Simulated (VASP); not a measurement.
Band structure of GaBi (relaxed from the layered h-BN type structure, space group P6_3/mmc). All values below come from PBEsol GGA, VASP's PBE PAW potentials (set 64) (plane waves; VASP).

Without a dispersion term in the relaxation, distances and binding between the weakly bound layers, chains or molecules are unreliable, and so is what depends on them. Unless said otherwise, spin-orbit coupling is left out, though it shifts the bands of the heavy elements here.

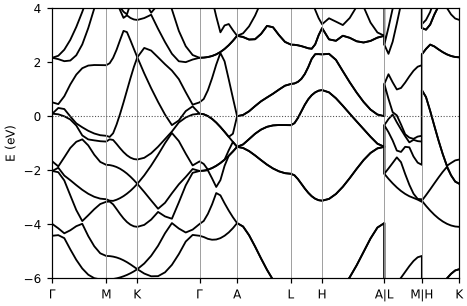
Bands along high-symmetry lines, zero at the valence-band maximum or, without a gap, the Fermi level

Read the plot: is there a gap, and where are the band edges?

It has no gap at this level: it comes out as a metal or semimetal. (Edges off the drawn lines would not show.)

The structure was generated: GaBi was put into the layered h-BN type type (P6_3/mmc), which need not be its known phase. It was relaxed first, which changed the volume by -41 %.
